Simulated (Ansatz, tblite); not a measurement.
**The cluster B2P2+: which isomer is lowest**

Which shape does the cluster B2P2+ prefer? Candidates from a tight-binding search are relaxed and compared.

Method: relaxed with PBE-D4/def2-TZVP, doublet; program: Ansatz 0.2.0, Gaussian basis.

**1. Where the work starts**

4 atoms, charge 1, spin multiplicity 2.

Atoms are counted from 1 here; the program's logs count them from 0.

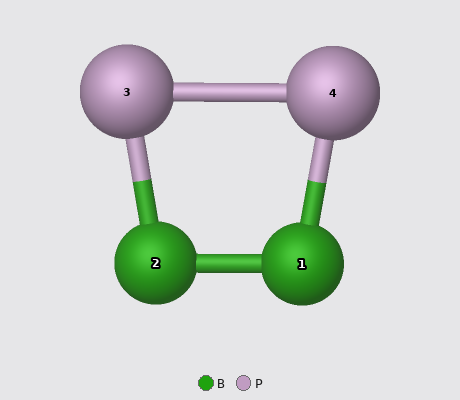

The starting geometry (boron green, phosphorus pink); atoms are numbered from 1 in the order of the file.

The ion is computed in the gas phase, without counter-ions or solvent.

A search from random starts with GFN1-xTB found 5 distinct shapes; 2 go on here. The structure above is candidate A, which lies 0.00 eV above the lowest at that level; B lies 1.49 eV above the lowest at that level.

**2. Relaxing candidate A**

The input, in.yaml:

```yaml
crystal:
  periodic: [false, false, false]
  atoms:
    - {symbol: B, position_ang: [-1.079370, -0.494600, 0.009810]}
    - {symbol: B, position_ang: [0.317280, -1.137750, 0.125360]}
    - {symbol: P, position_ang: [1.362190, 0.364390, 0.014610]}
    - {symbol: P, position_ang: [-0.600100, 1.267970, -0.149770]}
basis:
  gaussian: {orbitals: def2-TZVP}
total_charge: 1
magnetization: {spin_polarized: true, initial_magnetization: 1}
hamiltonian: {xc: pbe, dispersion: d4}
scf: {lower_state_search: "off"}
output: {orbitals: {seedname: orbitals}}
relax: {f_tol: 0.02, max_steps: 100}
```

On the command line:

```bash
> ansatz run in.yaml --threads 4 --pin off --events-out ev --progress --plain --max-ram 3916MiB
```

What it wrote, cut to the lines that bear on the results:

```text
Functional definition: PBE
  name "PBE"
  cite "Perdew, Burke & Ernzerhof, Phys. Rev. Lett. 77, 3865 (1996) doi:10.1103/PhysRevLett.77.3865"
  parent pbe
[...]
878 factors; their error is unknown
[...]
mean field -19907.99932878 eV, -731.6054812059 hartree, gradient 2.6e-6 eV, S^2 0.763898; 0 other end points of the search recorded, 0 dependent functions left out
[...]
reference -19907.99936514 eV, -731.6054825423 hartree; 20, 19 occupied and 116, 117 virtual orbitals, 878 factors
relax step   1: F+E_penalty+E_count = -19908.14575120 eV  Δ(F+E_penalty+E_count) = +0.000e0 eV  max|allowed force component| = 1.905e0 eV/Å  Δτ_max = 0.0000 Å  (25 SCF iters, accepted)
[...]
relax step   6: F+E_penalty+E_count = -19908.38815143 eV  Δ(F+E_penalty+E_count) = -6.662e-3 eV  max|allowed force component| = 6.872e-1 eV/Å  Δτ_max = 0.0673 Å  (31 SCF iters, accepted)
[...]
relax step  11: F+E_penalty+E_count = -19908.44220223 eV  Δ(F+E_penalty+E_count) = -3.193e-6 eV  max|allowed force component| = 4.455e-3 eV/Å  Δτ_max = 0.0004 Å  (18 SCF iters, accepted)
[...]
relax step  16: F+E_penalty+E_count = -19908.44874878 eV  Δ(F+E_penalty+E_count) = -5.176e-3 eV  max|allowed force component| = 1.929e-1 eV/Å  Δτ_max = 0.0165 Å  (29 SCF iters, accepted)
[...]
relax step  21: F+E_penalty+E_count = -19908.68550750 eV  Δ(F+E_penalty+E_count) = -6.316e-2 eV  max|allowed force component| = 1.467e-1 eV/Å  Δτ_max = 0.0421 Å  (28 SCF iters, accepted)
[...]
relax step  22: F+E_penalty+E_count = -19908.68724411 eV  Δ(F+E_penalty+E_count) = -1.737e-3 eV  max|allowed force component| = 7.970e-2 eV/Å  Δτ_max = 0.0159 Å  (25 SCF iters, accepted)
[...]
relax step  23: F+E_penalty+E_count = -19908.68748724 eV  Δ(F+E_penalty+E_count) = -2.431e-4 eV  max|allowed force component| = 1.248e-2 eV/Å  Δτ_max = 0.0029 Å  (27 SCF iters, accepted)
Total energy: -19908.68752403 eV, -731.6307719151 hartree
Atom 0 at    -0.813033    -0.355416     0.157552 Å, force    -0.000404     0.002387    -0.006987 eV/Å
Atom 1 at     0.351862    -1.389992    -0.047892 Å, force    -0.009580    -0.003255     0.002943 eV/Å
Atom 2 at     1.161162     0.348333     0.161817 Å, force     0.007516     0.012476    -0.001582 eV/Å
Atom 3 at    -0.699991     1.397085    -0.271467 Å, force     0.002468    -0.011608     0.005626 eV/Å
Dipole moment:    -0.042625    -0.141992     0.088783 e Å
Checks for a lower state left out: stability, starts, cluster_reference, orbital_swaps, neighbouring_geometries, increment
```

It took 26 s on 4 threads of Arm Neoverse V2, shared host.

The steps of the relaxation: (the energy doesn't fall at every step)

```
step  energy from step 1 (eV)  largest force component (eV/Å)
   1                   0.0000                          1.9050
   2                  -0.1763                          0.7878
   3                  -0.2199                          0.1896
   4                  -0.2255                          0.0925
   5                  -0.2357                          0.3602
   6                  -0.2424                          0.6872
   7                  -0.2649                          0.6699
   8                  -0.2928                          0.3529
   9                  -0.2961                          0.1099
  10                  -0.2964                          0.0046
  11                  -0.2965                          0.0045
  12                  -0.2965                          0.0071
  13                  -0.2965                          0.0133
  14                  -0.2966                          0.0249
  15                  -0.2978                          0.0976
  16                  -0.3030                          0.1929
  17                  -0.3435                          0.5632
  18                  -0.4734                          0.6842
  19                  -0.2992                          1.8619
  20                  -0.4766                          1.4910
  21                  -0.5398                          0.1467
  22                  -0.5415                          0.0797
  23                  -0.5417                          0.0125
```

The force was under the threshold of 0.02 eV/Å already at step 10, but the program went on to step 23.

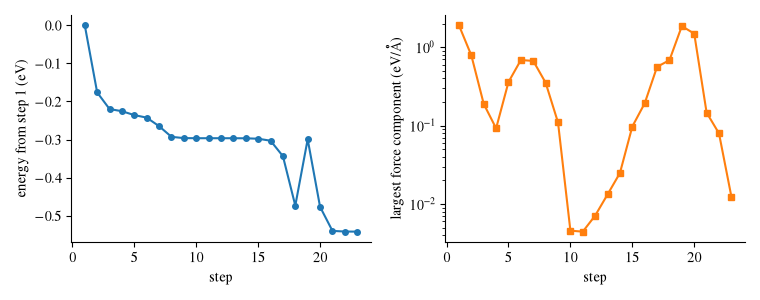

Energy and force, step by step.

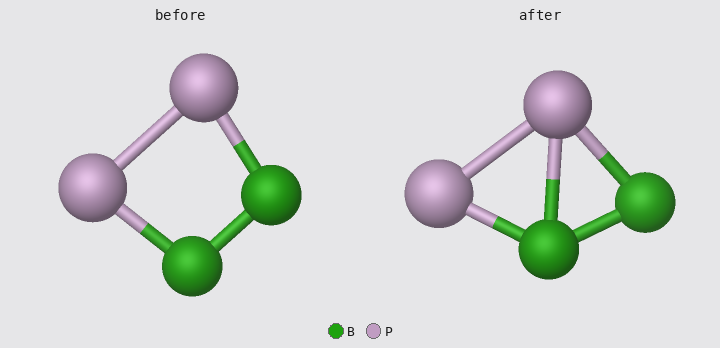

Before and after, at one scale.

Close pairs (by a distance rule), those that changed most:

```
 bond  before (Å)  after (Å)  change (Å)
B1–P3       2.588      2.096      -0.492
B2–P3       1.833      1.929      +0.096
B1–B2       1.542      1.571      +0.030
B1–P4       1.834      1.808      -0.026
P3–P4       2.167      2.180      +0.013
```

**3. Relaxing candidate B**

The input, in.yaml:

```yaml
crystal:
  periodic: [false, false, false]
  atoms:
    - {symbol: B, position_ang: [0.293050, -0.945620, 0.474290]}
    - {symbol: B, position_ang: [0.100800, 1.084450, -0.137140]}
    - {symbol: P, position_ang: [-1.164260, 0.151850, 0.870270]}
    - {symbol: P, position_ang: [0.770420, -0.290680, -1.207430]}
basis:
  gaussian: {orbitals: def2-TZVP}
total_charge: 1
magnetization: {spin_polarized: true, initial_magnetization: 1}
hamiltonian: {xc: pbe, dispersion: d4}
scf: {lower_state_search: "off"}
output: {orbitals: {seedname: orbitals}}
relax: {f_tol: 0.02, max_steps: 100}
```

Same command.

What it wrote, cut to the lines that bear on the results:

```text
Functional definition: PBE
  name "PBE"
  cite "Perdew, Burke & Ernzerhof, Phys. Rev. Lett. 77, 3865 (1996) doi:10.1103/PhysRevLett.77.3865"
  parent pbe
[...]
878 factors; their error is unknown
[...]
mean field -19908.46715580 eV, -731.6226735320 hartree, gradient 3.0e-6 eV, S^2 0.769216; 0 other end points of the search recorded, 0 dependent functions left out
[...]
reference -19908.46719320 eV, -731.6226749064 hartree; 20, 19 occupied and 116, 117 virtual orbitals, 878 factors
relax step   1: F+E_penalty+E_count = -19908.60844814 eV  Δ(F+E_penalty+E_count) = +0.000e0 eV  max|allowed force component| = 1.707e0 eV/Å  Δτ_max = 0.0000 Å  (23 SCF iters, accepted)
[...]
relax step   6: F+E_penalty+E_count = -19909.18899950 eV  Δ(F+E_penalty+E_count) = -2.757e-3 eV  max|allowed force component| = 5.706e-2 eV/Å  Δτ_max = 0.0242 Å  (32 SCF iters, accepted)
[...]
relax step   7: F+E_penalty+E_count = -19909.18922974 eV  Δ(F+E_penalty+E_count) = -2.302e-4 eV  max|allowed force component| = 5.170e-3 eV/Å  Δτ_max = 0.0039 Å  (27 SCF iters, accepted)
Total energy: -19909.18926543 eV, -731.6492105714 hartree
Atom 0 at     0.078296    -0.819741     0.247669 Å, force     0.002524     0.001638    -0.005170 eV/Å
Atom 1 at    -0.077023     0.820283    -0.246272 Å, force     0.003033    -0.003738    -0.003552 eV/Å
Atom 2 at    -1.103125     0.251929     1.183347 Å, force    -0.002845     0.001063     0.004424 eV/Å
Atom 3 at     1.101862    -0.252472    -1.184754 Å, force    -0.002712     0.001038     0.004298 eV/Å
Dipole moment:     0.000435     0.000128     0.000287 e Å
Checks for a lower state left out: stability, starts, cluster_reference, orbital_swaps, neighbouring_geometries, increment
```

Wall time 11 s (4 threads of Arm Neoverse V2, shared host).

The steps of the relaxation:

```
step  energy from step 1 (eV)  largest force component (eV/Å)
   1                   0.0000                          1.7071
   2                  -0.3370                          1.3027
   3                  -0.5422                          0.4497
   4                  -0.5532                          0.6015
   5                  -0.5778                          0.1645
   6                  -0.5806                          0.0571
   7                  -0.5808                          0.0052
```

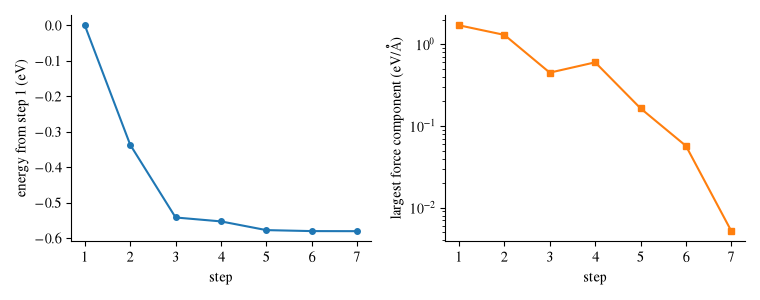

Energy and largest force along the relaxation.

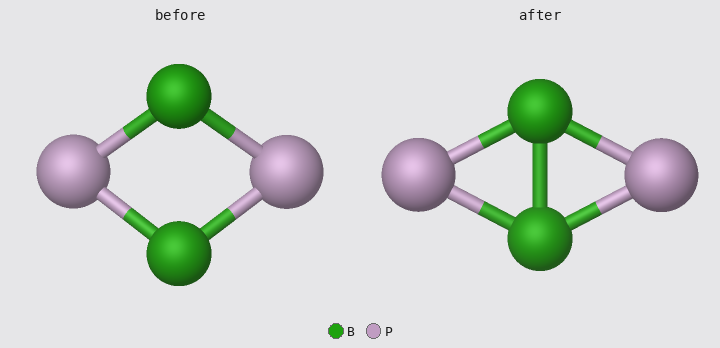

Before and after, at one scale.

Distances of close pairs at the start and the end, largest changes first:

```
 bond  before (Å)  after (Å)  change (Å)
B1–B2       2.129      1.720      -0.409
B2–P3       1.867      1.849      -0.018
B1–P3       1.867      1.849      -0.018
B1–P4       1.867      1.850      -0.017
B2–P4       1.867      1.850      -0.017
```

**4. The relaxed candidates**

```
candidate  point group                  bonds (count, mean Å)  energy above the lowest (kJ/mol)
        A           C1  B–P 3, 1.94; B–B 1, 1.57; P–P 1, 2.18                              48.4
        B          D2h               B–P 4, 1.85; B–B 1, 1.72                               0.0
```

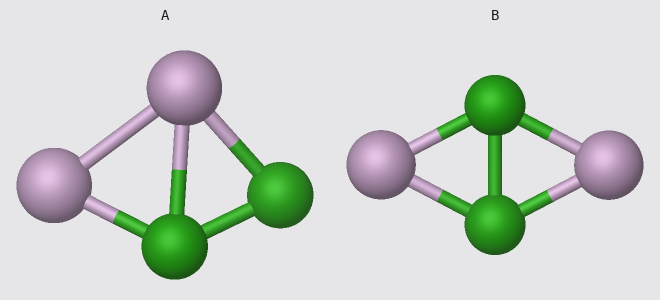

The candidates after relaxation.

**5. Candidate A, GFN1-xTB**

Tight binding, by tblite at 300 K electronic temperature and without a spin-polarisation term:

```python
tblite.interface.Calculator('GFN1-xTB', numbers, positions, charge=1, uhf=1).singlepoint()
```

Energy -201.9385 eV; 0.003 s.

**6. Candidate A, GFN2-xTB**

Tight binding, by tblite at 300 K electronic temperature and without a spin-polarisation term:

```python
tblite.interface.Calculator('GFN2-xTB', numbers, positions, charge=1, uhf=1).singlepoint()
```

Energy -187.5174 eV; 0.003 s.

**7. Candidate A, PBE0-D4/def2-TZVP**

start.molden holds the orbitals of an earlier run on this state, given as this run's starting guess.

The input, in.yaml:

```yaml
crystal:
  periodic: [false, false, false]
  atoms:
    - {symbol: B, position_ang: [-0.813033, -0.355416, 0.157552]}
    - {symbol: B, position_ang: [0.351862, -1.389992, -0.047892]}
    - {symbol: P, position_ang: [1.161162, 0.348333, 0.161817]}
    - {symbol: P, position_ang: [-0.699991, 1.397085, -0.271467]}
basis:
  gaussian: {orbitals: def2-TZVP, initial_orbitals: start.molden}
total_charge: 1
magnetization: {spin_polarized: true, initial_magnetization: 1}
hamiltonian: {xc: pbe0, dispersion: d4}
scf: {omitted_lower_state_checks: [starts]}
output: {orbitals: {seedname: orbitals}}
```

Launched as before.

What it wrote:

```text
Functional definition: PBE0
  name "PBE0"
  cite "Adamo & Barone, J. Chem. Phys. 110, 6158 (1999) doi:10.1063/1.478522"
  cite "Perdew, Burke & Ernzerhof, Phys. Rev. Lett. 77, 3865 (1996) doi:10.1103/PhysRevLett.77.3865"
  parent pbe
  parameter a = 0.25
  parameter kappa = 0.804
  parameter beta = 0.06672455060314922
  exchange = (1 - a)*pbe_x(kappa = kappa, mu = beta*pi^2/3) + a*exact_x
  correlation = pbe_c(beta = beta)
these checks for a lower state are left out or cut short: starts
902 factors; their error is unknown
mean field evaluation 1: about -19845.3145 eV, gradient 1.0e2 eV
mean field evaluation 2: about -19867.2762 eV, gradient 3.5e1 eV
mean field evaluation 4: about -19901.0667 eV, gradient 1.3e1 eV
mean field evaluation 8: about -19910.0127 eV, gradient 2.1e-1 eV
mean field -19910.03312934 eV, -731.6802219981 hartree, gradient 2.2e-5 eV, S^2 0.774337; 0 other end points of the search recorded, 0 dependent functions left out
reference -19910.03315705 eV, -731.6802230164 hartree; 20, 19 occupied and 116, 117 virtual orbitals, 902 factors
Total energy: -19910.14726894 eV, -731.6844165511 hartree
Checks for a lower state left out: starts
```

It took 2.5 s on 4 threads of Arm Neoverse V2, shared host.

From the report: HOMO -13.13 eV, LUMO -10.05 eV (over both spins); ⟨S²⟩ 0.774 (pure: 0.75).

**8. Candidate A, PBE-D4/def2-TZVP**

in.yaml: that of step 7 with these lines changed.

```diff
@@ -11,4 +11,4 @@
 magnetization: {spin_polarized: true, initial_magnetization: 1}
-hamiltonian: {xc: pbe0, dispersion: d4}
+hamiltonian: {xc: pbe, dispersion: d4}
 scf: {omitted_lower_state_checks: [starts]}
-output: {orbitals: {seedname: orbitals}}
+output: {forces: true, orbitals: {seedname: orbitals}}
```

The command is unchanged.

What it wrote, cut to the lines that bear on the results:

```text
Functional definition: PBE
  name "PBE"
  cite "Perdew, Burke & Ernzerhof, Phys. Rev. Lett. 77, 3865 (1996) doi:10.1103/PhysRevLett.77.3865"
  parent pbe
[...]
878 factors; their error is unknown
[...]
mean field -19908.55042248 eV, -731.6257335259 hartree, gradient 5.5e-5 eV, S^2 0.766325; 0 other end points of the search recorded, 0 dependent functions left out
[...]
reference -19908.55045916 eV, -731.6257348740 hartree; 20, 19 occupied and 116, 117 virtual orbitals, 878 factors
Total energy: -19908.68752115 eV, -731.6307718092 hartree
Atom 0 at    -0.813033    -0.355416     0.157552 Å, force    -0.000326     0.002307    -0.007001 eV/Å
Atom 1 at     0.351862    -1.389992    -0.047892 Å, force    -0.009668    -0.003207     0.002957 eV/Å
Atom 2 at     1.161162     0.348333     0.161817 Å, force     0.007522     0.012499    -0.001583 eV/Å
Atom 3 at    -0.699991     1.397085    -0.271467 Å, force     0.002473    -0.011600     0.005627 eV/Å
Dipole moment:    -0.042625    -0.141991     0.088783 e Å
Checks for a lower state left out: starts
```

Wall time 1.8 s (4 threads of Arm Neoverse V2, shared host).

Report: HOMO -12.01 eV, LUMO -10.85 eV (over both spins); ⟨S²⟩ 0.766 (pure: 0.75).

**9. Candidate A, r2SCAN-D4/def2-TZVP**

in.yaml: that of step 8 with these lines changed.

```diff
@@ -11,4 +11,4 @@
 magnetization: {spin_polarized: true, initial_magnetization: 1}
-hamiltonian: {xc: pbe, dispersion: d4}
+hamiltonian: {xc: r2scan, dispersion: d4}
 scf: {omitted_lower_state_checks: [starts]}
-output: {forces: true, orbitals: {seedname: orbitals}}
+output: {orbitals: {seedname: orbitals}}
```

Launched as before.

What it wrote:

```text
Functional definition: r2SCAN
  name "r2SCAN"
  cite "Furness, Kaplan, Ning, Perdew & Sun, J. Phys. Chem. Lett. 11, 8208 (2020) doi:10.1021/acs.jpclett.0c02405"
  cite "Furness, Kaplan, Ning, Perdew & Sun, J. Phys. Chem. Lett. 11, 9248 (2020) doi:10.1021/acs.jpclett.0c03077"
  parent r2scan
  parameter k0 = 0.174
  parameter k1 = 0.065
  parameter a1 = 4.9479
  exchange = r2scan_x(k0 = k0, k1 = k1, a1 = a1)
  correlation = r2scan_c
these checks for a lower state are left out or cut short: starts
878 factors; their error is unknown
mean field evaluation 1: about -19916.7342 eV, gradient 5.0e0 eV
mean field evaluation 2: about -19916.7724 eV, gradient 9.0e-2 eV
mean field evaluation 4: about -19916.7653 eV, gradient 7.0e-3 eV
mean field -19916.76528692 eV, -731.9276242258 hartree, gradient 7.2e-5 eV, S^2 0.783323; 0 other end points of the search recorded, 0 dependent functions left out
reference -19916.76530156 eV, -731.9276247639 hartree; 20, 19 occupied and 116, 117 virtual orbitals, 878 factors
Total energy: -19916.79212778 eV, -731.9286106095 hartree
Checks for a lower state left out: starts
```

It took 3.8 s on 4 threads of Arm Neoverse V2, shared host.

Report: HOMO -12.39 eV, LUMO -10.83 eV (over both spins); ⟨S²⟩ 0.783 (pure: 0.75).

**10. Candidate A, BHLYP-D4/def2-TZVP**

in.yaml: that of step 9 with these lines changed.

```diff
@@ -11,3 +11,3 @@
 magnetization: {spin_polarized: true, initial_magnetization: 1}
-hamiltonian: {xc: r2scan, dispersion: d4}
+hamiltonian: {xc: {name: BHLYP}, dispersion: d4}
 scf: {omitted_lower_state_checks: [starts]}
```

Launched as before.

What it wrote:

```text
Functional definition: BHLYP
  name "BHLYP"
  cite "Becke, J. Chem. Phys. 98, 1372 (1993) doi:10.1063/1.464304"
  cite "Becke, Phys. Rev. A 38, 3098 (1988) doi:10.1103/PhysRevA.38.3098"
  cite "Lee, Yang & Parr, Phys. Rev. B 37, 785 (1988) doi:10.1103/PhysRevB.37.785"
  parameter a = 0.5
  exchange = (1 - a)*b88_x + a*exact_x
  correlation = lyp_c
these checks for a lower state are left out or cut short: starts
1052 factors; their error is unknown
mean field evaluation 1: about -19917.8552 eV, gradient 6.0e0 eV
mean field evaluation 2: about -19917.9293 eV, gradient 1.5e-1 eV
mean field evaluation 4: about -19917.9748 eV, gradient 7.9e-3 eV
mean field -19917.97476574 eV, -731.9720717526 hartree, gradient 2.8e-5 eV, S^2 0.773832; 0 other end points of the search recorded, 0 dependent functions left out
reference -19917.97491013 eV, -731.9720770588 hartree; 20, 19 occupied and 116, 117 virtual orbitals, 1052 factors
Total energy: -19918.17755117 eV, -731.9795239797 hartree
Checks for a lower state left out: starts
```

It took 3.1 s on 4 threads of Arm Neoverse V2, shared host.

From the report: HOMO -14.09 eV, LUMO -8.99 eV (over both spins); ⟨S²⟩ 0.774 (pure: 0.75).

**11. Candidate A, BLYP-D4/def2-TZVP**

in.yaml: that of step 10 with these lines changed.

```diff
@@ -11,3 +11,3 @@
 magnetization: {spin_polarized: true, initial_magnetization: 1}
-hamiltonian: {xc: {name: BHLYP}, dispersion: d4}
+hamiltonian: {xc: {name: BLYP}, dispersion: d4}
 scf: {omitted_lower_state_checks: [starts]}
```

Launched as before.

What it wrote:

```text
Functional definition: BLYP
  name "BLYP"
  cite "Becke, Phys. Rev. A 38, 3098 (1988) doi:10.1103/PhysRevA.38.3098"
  cite "Lee, Yang & Parr, Phys. Rev. B 37, 785 (1988) doi:10.1103/PhysRevB.37.785"
  parameter beta = 0.0042
  parameter a = 0.04918
  parameter b = 0.132
  parameter c = 0.2533
  parameter d = 0.349
  exchange = b88_x(beta = beta)
  correlation = lyp_c(a = a, b = b, c = c, d = d)
these checks for a lower state are left out or cut short: starts
878 factors; their error is unknown
mean field evaluation 1: about -19918.5589 eV, gradient 9.3e0 eV
mean field evaluation 2: about -19918.7364 eV, gradient 2.4e-1 eV
mean field evaluation 4: about -19918.7318 eV, gradient 1.2e-1 eV
mean field evaluation 8: about -19918.7318 eV, gradient 2.0e-5 eV
mean field -19918.73183417 eV, -731.9998935045 hartree, gradient 2.0e-5 eV, S^2 0.761971; 0 other end points of the search recorded, 0 dependent functions left out
reference -19918.73212056 eV, -731.9999040292 hartree; 20, 19 occupied and 116, 117 virtual orbitals, 878 factors
Total energy: -19919.03725522 eV, -732.0111175208 hartree
Checks for a lower state left out: starts
```

Run time: 1.7 s. Hardware: 4 threads of Arm Neoverse V2, shared host.

Report: HOMO -11.76 eV, LUMO -10.60 eV (over both spins); ⟨S²⟩ 0.762 (pure: 0.75).

**12. Candidate A, CCSD(T)/def2-TZVPP**

in.yaml: that of step 11 with these lines changed.

```diff
@@ -8,7 +8,7 @@
 basis:
-  gaussian: {orbitals: def2-TZVP, initial_orbitals: start.molden}
+  gaussian: {orbitals: def2-TZVPP, initial_orbitals: start.molden}
 total_charge: 1
 magnetization: {spin_polarized: true, initial_magnetization: 1}
-hamiltonian: {xc: {name: BLYP}, dispersion: d4}
-scf: {omitted_lower_state_checks: [starts]}
+correlation: {method: ccsd_t}
+scf: {omitted_lower_state_checks: [starts, cluster_reference]}
 output: {orbitals: {seedname: orbitals}}
```

The command is unchanged.

What it wrote, cut to the lines that bear on the results:

```text
Functional definition: HF
  name "HF"
  cite "Fock, Z. Phys. 61, 126 (1930) doi:10.1007/BF01340294"
  parent pbe
[...]
896 factors; integrals over basis functions are off by at most 1.1e-3 eV
[...]
mean field -19877.28114302 eV, -730.4766087008 hartree, gradient 5.9e-6 eV, S^2 0.878677; 0 other end points of the search recorded, 0 dependent functions left out
12 core orbitals not correlated: weight in the atoms' cores, before any rotation towards them, 1.000 or more for the frozen orbitals, at most 0.000 for the correlated occupied ones
reference -19877.28114302 eV, -730.4766087008 hartree; 8, 7 occupied and 126, 127 virtual orbitals, 896 factors
second order -11.14819216 eV of doubles, -0.00000000 eV of singles
cycle   1  -11.32001456 eV  change   -1.7e-1 eV  update   1.3e-1
[...]
cycle  17  -11.96676887 eV  change   -5.0e-6 eV  update   1.3e-5
perturbative correction -0.93363440 eV, -0.0343104313 hartree
Total energy: -19890.18154629 eV, -730.9506897768 hartree
Checks for a lower state left out: starts, cluster_reference
```

Wall time 23 s (4 threads of Arm Neoverse V2, shared host); peak memory 1.8 GiB.

Hartree-Fock HOMO -16.04 eV, LUMO -6.65 eV (over both spins); ⟨S²⟩ 0.879 (pure: 0.75); T1 0.039.

**13. A against B**

The energies of B at these levels come from its own runs, whose logs aren't repeated here.

```
              level  A above B (kJ/mol)     time
           GFN1-xTB               -78.8  0.006 s
           GFN2-xTB                +1.9  0.006 s
     HF/def2-TZVPP†               +46.7         
   PBE-D4/def2-TZVP               +48.4    4.9 s
  BLYP-D4/def2-TZVP               +47.4    4.6 s
r2SCAN-D4/def2-TZVP               +49.3    8.2 s
  PBE0-D4/def2-TZVP               +51.0    7.3 s
 BHLYP-D4/def2-TZVP               +50.9    7.7 s
    MP2/def2-TZVPP†               +12.5         
   CCSD/def2-TZVPP†               +50.5         
CCSD(T)/def2-TZVPP†               +47.7     32 s
```

Times add the two runs; a level without a time comes out of a correlated run. † marks a level with a doubtful state (flagged, unstable, out of aufbau order, or strongly spin-contaminated); such levels are left out of the summary. CCSD(T)/def2-TZVPP is no safe reference here (large T1 diagnostic, spin contamination).

**14. What came out**

| quantity | value |
| --- | --- |
| A above B, range of the levels free of doubt, tight binding aside | +47.4 to +51.0 kJ/mol |
| levels that put A lower | GFN1-xTB |

What this shows: The levels disagree on A and B: 1 of 7 put A lower. The search was small, so a lower isomer may exist. Only doublets are compared; another spin may lie lower and prefer another shape.
